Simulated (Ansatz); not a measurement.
BSiNH7F: geometry relaxation (part 1 of 2)

BSiNH7F, computed with RKS B3LYP-D4/def2-SVP (Ansatz 0.2.0).

The input holds or restrains some coordinates. It belongs to a series of runs on one base structure; here: pulled along the bonds that form and break, towards end A. Figures and captions count atoms from 1; the log counts them from 0 in places.

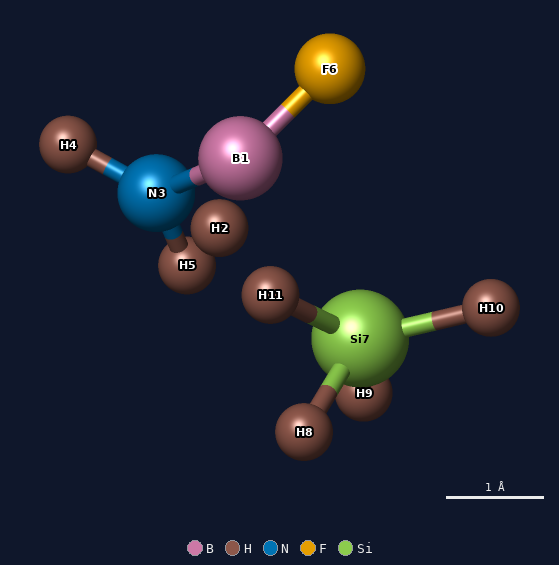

The starting structure (ball-and-stick view, seen at a tilt; atoms are numbered from 1 in the order of the input).

### Key numbers

```tsv
quantity	value
outcome	converged under the restraints of the input
total energy	−12871.7923 eV
mean-field energy	−12871.5287 eV
largest force (length of the vector) at the end, held atoms and coordinates included	0.584 eV/Å
hardware	2 threads of Intel Xeon (Granite Rapids), 32 GiB of memory available, shared host
wall time	21 s (CPU time 40 s)
peak memory	0.2 GiB
```

### Input file
```yaml
crystal:
  periodic: [false, false, false]
  atoms:
    - { symbol: B, position_ang: [0.0, 0.0, 0.0] }
    - { symbol: H, position_ang: [0.0, 0.0, 1.54] }
    - { symbol: "N", position_ang: [1.3423, 0.0, -0.775] }
    - { symbol: H, position_ang: [1.8089, -0.9179, -1.0268] }
    - { symbol: H, position_ang: [1.7937, 0.9179, -1.0532] }
    - { symbol: F, position_ang: [-1.1431, 0.0, -0.66] }
    - { symbol: Si, position_ang: [0.1008, 2.1328, 0.7095] }
    - { symbol: H, position_ang: [0.6771, 2.1737, 2.0503] }
    - { symbol: H, position_ang: [0.9351, 2.9107, -0.2019] }
    - { symbol: H, position_ang: [-1.2441, 2.7001, 0.741] }
    - { symbol: H, position_ang: [0.0412, 0.871, 1.6809] }
basis:
  gaussian: { orbitals: def2-SVP }
hamiltonian:
  xc: b3lyp
  dispersion: d4
relax:
  f_tol: 0.15
  max_steps: 25
  restrain:
    - { distance: [0, 6], at: 3.15, k: 30.0 }
    - { distance: [10, 1], at: 1.86, k: 30.0 }
    - { distance: [0, 1], at: 1.19, k: 30.0 }
    - { distance: [10, 6], at: 1.46, k: 30.0 }
```

Command:
```bash
ansatz run input.yaml --threads 2 --pin off --max-ram 3072MiB --backend cpu --events-out ev --progress --plain --runs-dir out
```

### What the program printed
```
The last accepted step is kept in [file] (removed where the run ends without a failure and the disk answers)
Engine: ansatz 0.2.0, x86_64-unknown-linux-gnu
Functional definition: B3LYP
  parameter a0 = 0.2
  parameter ax = 0.72
  parameter ac = 0.81
  exchange = (1 - a0 - ax)*slater_x + ax*b88_x + a0*exact_x
  correlation = (1 - ac)*vwn_rpa_c + ac*lyp_c
1021 factors; integrals over basis functions are off by at most 4.8e-4 eV
mean field evaluation 1: about -12860.0375 eV, gradient 5.4e1 eV
mean field evaluation 2: about -12838.7345 eV, gradient 1.0e2 eV
mean field evaluation 4: about -12865.8298 eV, gradient 5.3e0 eV
mean field evaluation 8: about -12865.9201 eV, gradient 6.4e-1 eV
mean field evaluation 16: about -12865.9211 eV, gradient 7.8e-5 eV
mean field -12865.92113643 eV, -472.8138809292 hartree, gradient 7.8e-5 eV, S^2 0.000000; 0 other end points of the search recorded, 0 dependent functions left out
the calculation of the forces begins
reference -12865.92139464 eV, -472.8138904183 hartree; 21, 21 occupied and 74, 74 virtual orbitals, 1021 factors
relax step   1: F+E_penalty+E_count = -12866.23531717 eV  Δ(F+E_penalty+E_count) = +0.000e0 eV  max|allowed force component| = 3.999e0 eV/Å  E_restraint = 28.56519952 eV  max|allowed force component, restraints' pulls added| = 3.249e1 eV/Å  Δτ_max = 0.0000 Å  (28 SCF iters, accepted)
  distance B 0 - Si 6 = 2.2500 Å
  distance H 10 - H 1 = 0.8833 Å
  distance B 0 - H 1 = 1.5400 Å
  distance H 10 - Si 6 = 1.5935 Å
these checks for a lower state are left out or cut short: starts, cluster_reference, orbital_swaps, neighbouring_geometries, increment
1023 factors; integrals over basis functions are off by at most 8.2e-4 eV
mean field -12866.47254728 eV, -472.8341449043 hartree, gradient 2.7e-5 eV, S^2 0.000000; 0 other end points of the search recorded, 0 dependent functions left out
[... from here on the field's lines of each further geometry are left out, up to the last ...]
relax step   2: F+E_penalty+E_count = -12866.79176296 eV  Δ(F+E_penalty+E_count) = -5.564e-1 eV  max|allowed force component| = 2.570e0 eV/Å  E_restraint = 13.59388502 eV  max|allowed force component, restraints' pulls added| = 2.134e1 eV/Å  Δτ_max = 0.1949 Å  (34 SCF iters, accepted)
relax step   3: F+E_penalty+E_count = -12867.42236511 eV  Δ(F+E_penalty+E_count) = -6.306e-1 eV  max|allowed force component| = 2.473e0 eV/Å  E_restraint = 3.88020746 eV  max|allowed force component, restraints' pulls added| = 1.150e1 eV/Å  Δτ_max = 0.1949 Å  (34 SCF iters, accepted)
relax step   4: F+E_penalty+E_count = -12868.29531291 eV  Δ(F+E_penalty+E_count) = -8.729e-1 eV  max|allowed force component| = 3.116e0 eV/Å  E_restraint = 0.46777621 eV  max|allowed force component, restraints' pulls added| = 4.336e0 eV/Å  Δτ_max = 0.1946 Å  (28 SCF iters, accepted)
relax step   5: F+E_penalty+E_count = -12869.49651335 eV  Δ(F+E_penalty+E_count) = -1.201e0 eV  max|allowed force component| = 2.011e0 eV/Å  E_restraint = 0.08521509 eV  max|allowed force component, restraints' pulls added| = 2.011e0 eV/Å  Δτ_max = 0.1949 Å  (28 SCF iters, accepted)
relax step   6: F+E_penalty+E_count = -12870.40689415 eV  Δ(F+E_penalty+E_count) = -9.104e-1 eV  max|allowed force component| = 1.374e0 eV/Å  E_restraint = 0.04596975 eV  max|allowed force component, restraints' pulls added| = 1.374e0 eV/Å  Δτ_max = 0.1982 Å  (28 SCF iters, accepted)
relax step   7: F+E_penalty+E_count = -12870.99342653 eV  Δ(F+E_penalty+E_count) = -5.865e-1 eV  max|allowed force component| = 9.825e-1 eV/Å  E_restraint = 0.02910931 eV  max|allowed force component, restraints' pulls added| = 7.154e-1 eV/Å  Δτ_max = 0.1949 Å  (27 SCF iters, accepted)
relax step   8: F+E_penalty+E_count = -12871.31666280 eV  Δ(F+E_penalty+E_count) = -3.232e-1 eV  max|allowed force component| = 9.713e-1 eV/Å  E_restraint = 0.02221039 eV  max|allowed force component, restraints' pulls added| = 8.925e-1 eV/Å  Δτ_max = 0.1950 Å  (27 SCF iters, accepted)
relax step   9: F+E_penalty+E_count = -12871.54290991 eV  Δ(F+E_penalty+E_count) = -2.262e-1 eV  max|allowed force component| = 8.530e-1 eV/Å  E_restraint = 0.02150987 eV  max|allowed force component, restraints' pulls added| = 6.900e-1 eV/Å  Δτ_max = 0.1999 Å  (26 SCF iters, accepted)
relax step  10: F+E_penalty+E_count = -12871.68542633 eV  Δ(F+E_penalty+E_count) = -1.425e-1 eV  max|allowed force component| = 7.163e-1 eV/Å  E_restraint = 0.01862067 eV  max|allowed force component, restraints' pulls added| = 7.163e-1 eV/Å  Δτ_max = 0.1950 Å  (26 SCF iters, accepted)
relax step  11: F+E_penalty+E_count = -12871.76044142 eV  Δ(F+E_penalty+E_count) = -7.502e-2 eV  max|allowed force component| = 5.548e-1 eV/Å  E_restraint = 0.01192640 eV  max|allowed force component, restraints' pulls added| = 2.747e-1 eV/Å  Δτ_max = 0.2000 Å  (27 SCF iters, accepted)
relax step  12: F+E_penalty+E_count = -12871.78790611 eV  Δ(F+E_penalty+E_count) = -2.746e-2 eV  max|allowed force component| = 5.672e-1 eV/Å  E_restraint = 0.00798462 eV  max|allowed force component, restraints' pulls added| = 1.774e-1 eV/Å  Δτ_max = 0.2000 Å  (27 SCF iters, accepted)
the calculation of the forces begins
reference -12871.52873273 eV, -473.0199562923 hartree; 21, 21 occupied and 74, 74 virtual orbitals, 1021 factors
relax step  13: F+E_penalty+E_count = -12871.79200474 eV  Δ(F+E_penalty+E_count) = -4.099e-3 eV  max|allowed force component| = 5.780e-1 eV/Å  E_restraint = 0.00756973 eV  max|allowed force component, restraints' pulls added| = 1.184e-1 eV/Å  Δτ_max = 0.0578 Å  (28 SCF iters, accepted)
```

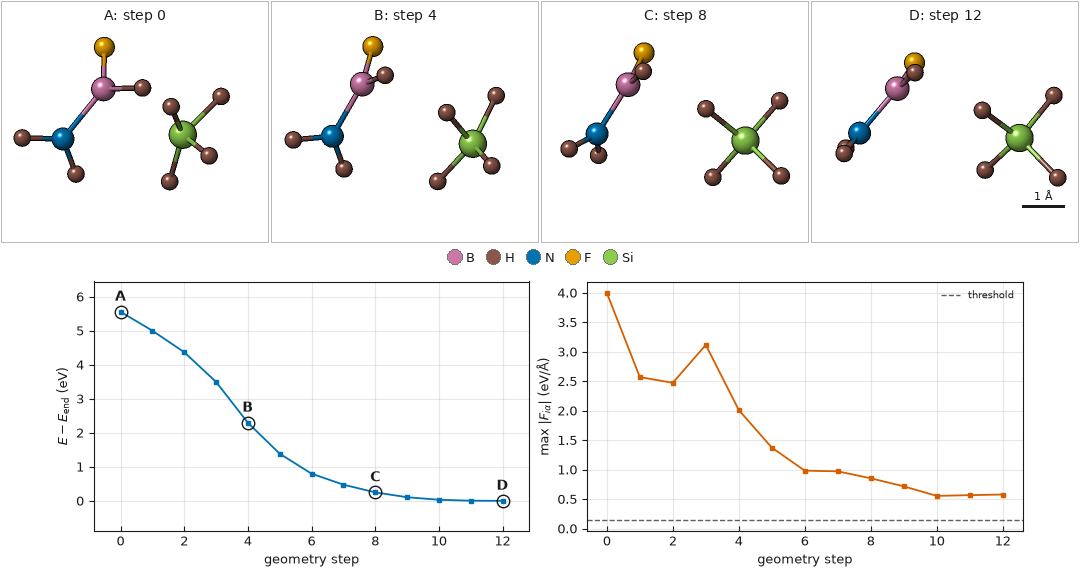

Frames of the restrained relaxation (ball-and-stick view, seen at a tilt) above the curves, on which the letters mark them (the first geometry is step 0 here and step 1 in the log).

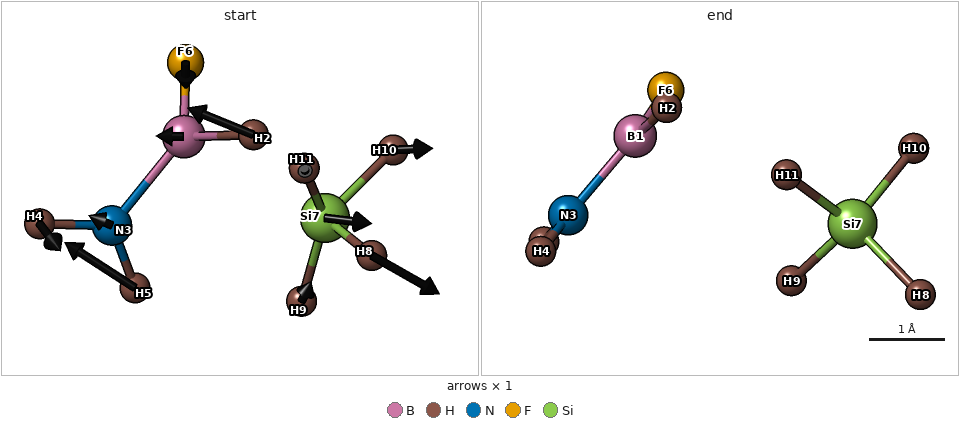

Before (left) and after (right) the restrained relaxation, at one scale (ball-and-stick view, seen at a tilt). The black arrows give the displacements, at true length. The atom that moves furthest after the best rigid fit is H5 (1.16 Å). By element the largest moves are H 1.16 Å, Si 0.69 Å, F 0.46 Å, B 0.39 Å, N 0.36 Å. Among the contacts that change: B1–H2 1.540 → 1.194 Å, B1–N3 1.550 → 1.398 Å, Si7–H11 1.594 → 1.471 Å, N3–H4 1.060 → 1.012 Å. New bonds form: B1–H2 (1.54 → 1.19 Å). Among the angles that change: H8–Si7–H11 58.5° → 109.9°, H9–Si7–H11 145.5° → 109.3°, H4–N3–H5 120.0° → 114.5°. Over 12 geometry steps the energy falls by 5.557 eV. Largest force component: 4 eV/Å at the start, 0.58 eV/Å at the end. (Atoms are counted from 1 in the order of the input.)

```
  distance B 0 - Si 6 = 3.1591 Å
  distance H 10 - H 1 = 1.8765 Å
  distance B 0 - H 1 = 1.1942 Å
  distance H 10 - Si 6 = 1.4715 Å
1021 factors; integrals over basis functions are off by at most 8.5e-4 eV
mean field -12871.52846489 eV, -473.0199464494 hartree, gradient 6.7e-6 eV, S^2 0.000000; 1 other end points of the search recorded, 0 dependent functions left out
the calculation of the forces begins
reference -12871.52873273 eV, -473.0199562923 hartree; 21, 21 occupied and 74, 74 virtual orbitals, 1021 factors
Total energy: -12871.79227258 eV, -473.0296412032 hartree
Atom 0 at     0.110598    -0.267155    -0.233704 Å, force     0.142990    -0.232607    -0.320557 eV/Å
Atom 1 at    -0.058907    -0.691760     0.869498 Å, force    -0.037099    -0.505706    -0.054893 eV/Å
Atom 2 at     1.342650    -0.361750    -0.886648 Å, force    -0.103902     0.003293     0.052430 eV/Å
Atom 3 at     2.147858    -0.818962    -0.478669 Å, force    -0.013282     0.014930     0.004899 eV/Å
Atom 4 at     1.505242     0.037382    -1.804929 Å, force    -0.005235    -0.013996     0.006246 eV/Å
Atom 5 at    -0.918686     0.325047    -0.864383 Å, force    -0.000105     0.053550     0.018871 eV/Å
Atom 6 at     0.031768     2.503887     1.281231 Å, force    -0.006785     0.577980     0.079904 eV/Å
Atom 7 at     0.760325     3.229889     2.364503 Å, force    -0.004110    -0.001344    -0.005456 eV/Å
Atom 8 at     0.704679     2.784928    -0.017110 Å, force     0.006982     0.004661    -0.012194 eV/Å
Atom 9 at    -1.374669     2.990813     1.233007 Å, force    -0.017080    -0.011531    -0.011236 eV/Å
Atom 10 at     0.061043     1.055982     1.542003 Å, force     0.037627     0.110770     0.241985 eV/Å
Dipole moment:     0.484093    -0.153799    -0.106528 e Å
```
